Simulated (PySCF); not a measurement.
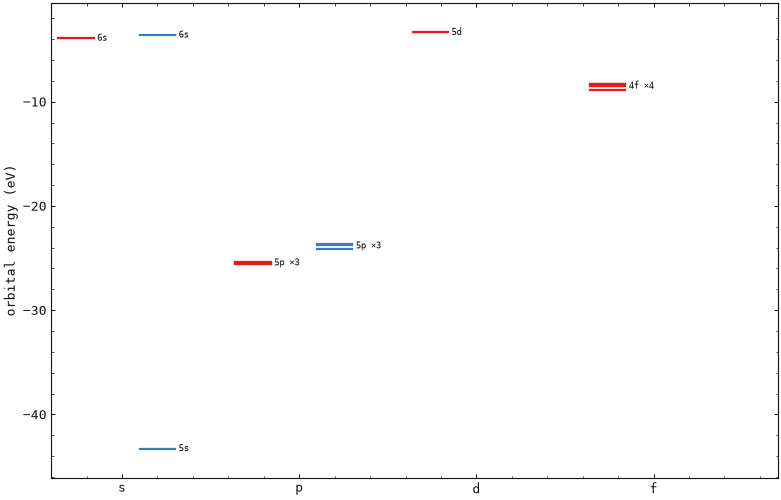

Orbital energies of the mean field, from the top down to −43.3 eV, by angular momentum, α spin at the left of each column and β at the right; ×n counts the orbitals under one label. Empty levels that the record names by l alone aren't drawn. The highest filled orbital is 5d α at −3.31 eV, the lowest empty one f α at −7.56 eV.

Atomic calculation for Pm

- system: Pm, configuration 1s2 2s2 2p6 3s2 3p6 3d10 4s2 4p6 4d10 4f4 5s2 5p6 5d1 6s2, multiplicity 6.
- method: unrestricted revPBE, cc-pVDZ-X2C, spin-free X2C-1e, Gaussian nucleus (PySCF)

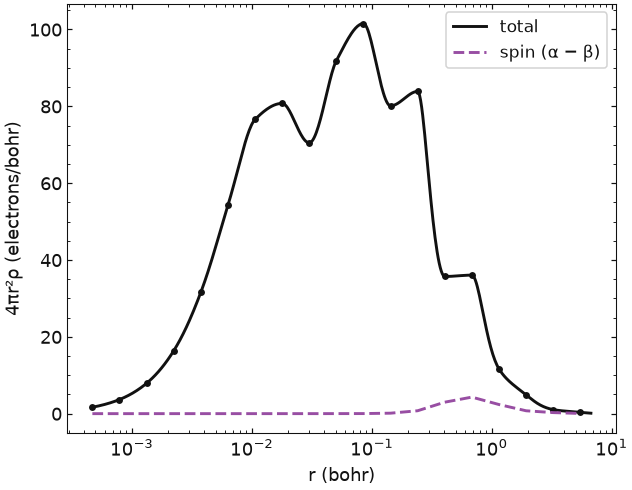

Spherically averaged radial density 4πr²ρ of the mean field and its spin part; markers are the stored points, which are sparse, and the line is a monotone interpolation between them. The largest stored value is 102 electrons/bohr at r = 0.085 bohr. Root-mean-square radii of the shells: 4d 0.738, 4f 1.08, 5s 1.51, 5p 1.76, 5d 3.07, 6s 4.37 bohr.

Input and output of the run follow.

## Input
```python
from pyscf import gto, scf, dft, mp, cc
import basis_set_exchange as bse
mol = gto.M(atom="Pm 0 0 0", charge=0, spin=5, symmetry="D2h",
            basis=gto.basis.parse(bse.get_basis("cc-pVDZ-X2C", elements=["Pm"], fmt="nwchem")),
            nucmod="G")
mf = dft.UKS(mol, xc="PBE_R,PBE").sfx2c1e()
mf.irrep_nelec = {'Ag': (10, 10), 'B1g': (2, 2), 'B2g': (2, 2), 'B3g': (3, 2), 'Au': (1, 0), 'B1u': (6, 4), 'B2u': (5, 4), 'B3u': (4, 4)}
mf.kernel()
```

The script is an equivalent of what the driver set up; the driver started from orbitals of its own, so the log can be shorter than this script's would be, and it computed the properties (radii, ⟨L²⟩, response) afterwards. It held the occupations shell by shell, which the script's counts by irreducible representation don't always enforce.

## The program's output (extracts)
```
damping factor = 0
level_shift factor = 0
DIIS = <class 'pyscf.scf.diis.CDIIS'>
diis_start_cycle = 1
diis_space = 10
diis_damp = 0
SCF conv_tol = 1e-09
SCF conv_tol_grad = None
number electrons alpha = 33  beta = 28
XC functionals = PBE_R,PBE
    Y. Zhang and W. Yang.,  Phys. Rev. Lett. 80, 890 (1998)
    J. P. Perdew, K. Burke, and M. Ernzerhof.,  Phys. Rev. Lett. 77, 3865 (1996)
    J. P. Perdew, K. Burke, and M. Ernzerhof.,  Phys. Rev. Lett. 78, 1396 (1997)
cycle= 1 E= -10019.8123254686  delta_E= -0.018  |g|= 0.0916  |ddm|= 0.932
cycle= 2 E= -10019.814501122  delta_E= -0.00218  |g|= 0.0843  |ddm|= 0.339
cycle= 3 E= -10019.8163435382  delta_E= -0.00184  |g|= 0.0136  |ddm|= 0.094
cycle= 4 E= -10019.8169878526  delta_E= -0.000644  |g|= 0.00826  |ddm|= 0.112
cycle= 5 E= -10019.8173539677  delta_E= -0.000366  |g|= 0.00363  |ddm|= 0.179
cycle= 6 E= -10019.8173732677  delta_E= -1.93e-05  |g|= 0.000462  |ddm|= 0.0315
cycle= 7 E= -10019.8173739294  delta_E= -6.62e-07  |g|= 0.000184  |ddm|= 0.00409
cycle= 8 E= -10019.8173739705  delta_E= -4.11e-08  |g|= 7.23e-05  |ddm|= 0.0033
cycle= 9 E= -10019.8173740058  delta_E= -3.53e-08  |g|= 1.03e-05  |ddm|= 0.00135
cycle= 10 E= -10019.8173740058  delta_E= -1.82e-11  |g|= 2.37e-06  |ddm|= 6.52e-05
converged SCF energy = -10019.8173740058  <S^2> = 9.1819014  2S+1 = 6.1422802
```

## Summary

```
      quantity                      value
       outcome                  converged
  total energy        −10019.8174 hartree
          ⟨S²⟩                      9.182
          ⟨L²⟩                      41.52
SCF iterations                         10
      hardware  1 CPU thread, shared host
      CPU time      4 s (integrals apart)
```

## Notes

The driver held the occupations shell by shell, and empty f levels lie below the filled 5d. Radii and densities are those of the two-component orbitals, without the picture-change correction, so the innermost s shells come out slightly too small (about 1 % for 1s near Z = 40, more for heavier atoms). This is not the ground configuration of the species. ⟨L²⟩ departs from that of the intended term, so the determinant mixes terms. To bear in mind: populations left the configuration by 0.26 electrons.
